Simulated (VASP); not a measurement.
Band structure of ZnS (relaxed from the h-BN structure, space group P6_3/mmc). All values below come from r2SCAN meta-GGA, VASP's PBE PAW potentials (set 64) (plane waves; VASP 6.6.1).

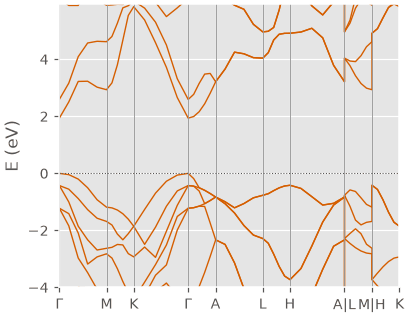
*Bands along high-symmetry lines, zero at the valence-band maximum or, without a gap, the Fermi level*

Question: Read the plot: is there a gap, and where are the band edges?

Answer: The gap is direct, 1.94 eV, from the valence maximum at Γ to the conduction minimum at Γ.

The structure was generated: ZnS was put into the h-BN type (P6_3/mmc), which need not be its known phase. It was relaxed first, which changed the volume by -35 %.
